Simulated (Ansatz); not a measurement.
# C$_{2}$H$_{8}$O$_{3}$Si: what the fields show

Input

```
basis:
  gaussian:
    orbitals: def2-SVPD
crystal:
  periodic: [false, false, false]
  atoms:
    - symbol: C
      position_ang: [-1.301372, 0.387215, 1.840498]
    - symbol: C
      position_ang: [-2.011238, 1.053902, 0.653559]
    - symbol: O
      position_ang: [-0.268385, 3.422108, 0.662547]
    - symbol: O
      position_ang: [-1.838657, 2.835163, -1.528540]
    - symbol: O
      position_ang: [0.470467, 1.480899, -0.866732]
    - symbol: Si
      position_ang: [-0.903638, 2.220200, -0.293849]
    - symbol: H
      position_ang: [-0.929763, 1.141612, 2.552270]
    - symbol: H
      position_ang: [-0.425001, -0.188677, 1.502726]
    - symbol: H
      position_ang: [-1.966467, -0.298179, 2.389566]
    - symbol: H
      position_ang: [-2.400558, 0.293721, -0.047568]
    - symbol: H
      position_ang: [-2.901164, 1.614030, 0.993202]
    - symbol: H
      position_ang: [-0.911219, 3.973082, 1.122381]
    - symbol: H
      position_ang: [-1.397927, 3.467955, -2.109387]
    - symbol: H
      position_ang: [0.326881, 0.739205, -1.464668]
output: {forces: true, orbitals: {seedname: orbitals}}
hamiltonian:
  xc: pbe0
```

Command:

```sh
ansatz run input.yaml --threads 2 --pin off --max-ram 4350MiB --events-out events.jsonl --progress --plain --runs-dir runs
```

Geometry: B3LYP-D3(BJ)/def2-SVP.

The calculation used Ansatz 0.2.0, isolated molecule in a Gaussian basis; Kohn-Sham density functional theory, functional PBE0.

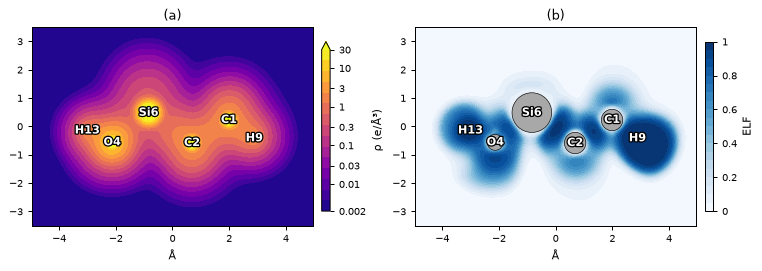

Figure 1. (a) electron density; (b) ELF on the plane of atoms Si6, O4 and H13. Grey discs cover the atomic cores in the ELF map.

What do the fields say about this system?

Answer. The section cuts through C, O, Si and H sites.
C–C (1.54 Å): the density is about 1.6 e/Å³ at the midpoint; the ELF peaks at about 0.95 between the atoms (a shared electron pair).
Si–O (1.67 Å): the density is about 1.1 e/Å³ at the midpoint; the ELF peaks at about 0.90 between the atoms, as expected for a polar covalent bond.
C–Si (1.87 Å): ρ at the midpoint is about 1 e/Å³; the ELF peaks at about 0.95 between the atoms: a shared electron pair.
O–H (0.97 Å): ρ is about 3.6 e/Å³ halfway; the ELF climbs to about 1 towards the hydrogen, as it does in any bond to H: an ordinary covalent bond to hydrogen.
C–H (1.10 Å): ρ is about 1.9 e/Å³ halfway; the ELF climbs to about 1 towards the hydrogen; a covalent bond by its length.
The ELF also peaks beside O4, away from the bonds: lone-pair regions.

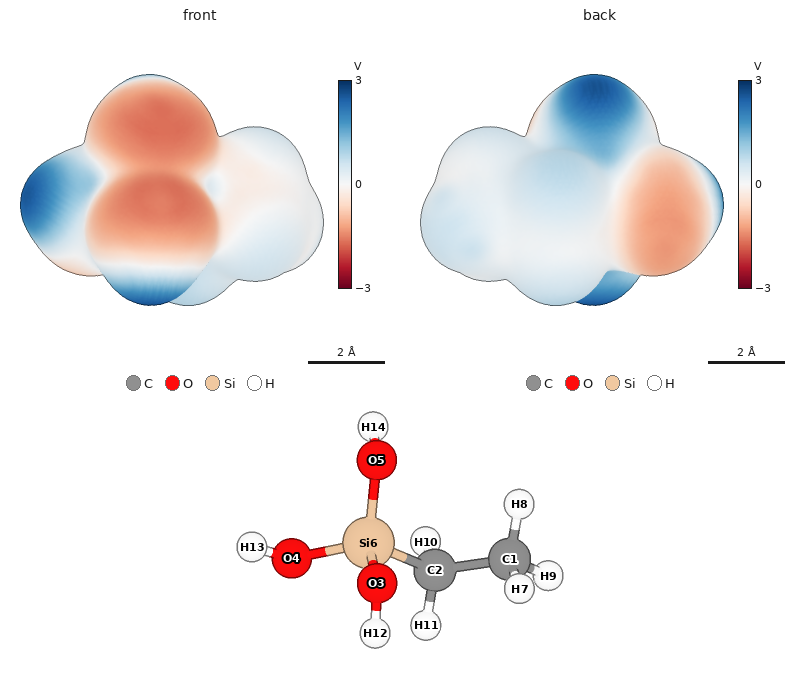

Figure 2. The electrostatic potential painted on the density surface at 0.002 e/bohr³, seen from the front and from behind; the colour scale runs from red (negative) to blue (positive). The bare structure is drawn below in the same view.

Which sites attract a positive test charge, and which a negative one?

Answer. A positive charge is drawn to the negative regions and a negative charge to the positive ones. The most negative region (about −1.7 V) lies over O3 and O5, the most positive (about +2.6 V) over H12, H13 and H14.

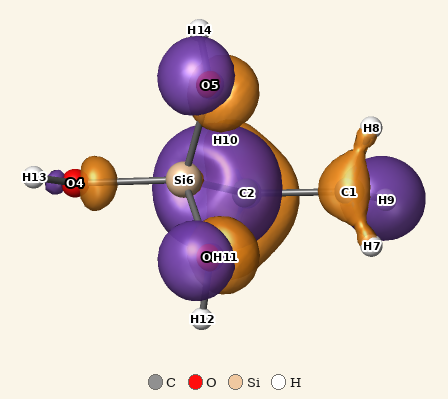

Figure 3. The HOMO at ±0.15 Å⁻³ᐟ² (orange and purple are the two phases), seen at a tilt.

Describe this orbital and give its energy.

Answer. By Hirshfeld shares it lies mainly on C2 (about 30 %), Si6 (about 15 %), O5 (about 10 %), O3 (about 10 %) and C1 (about 10 %). Its energy is −8.44 eV.
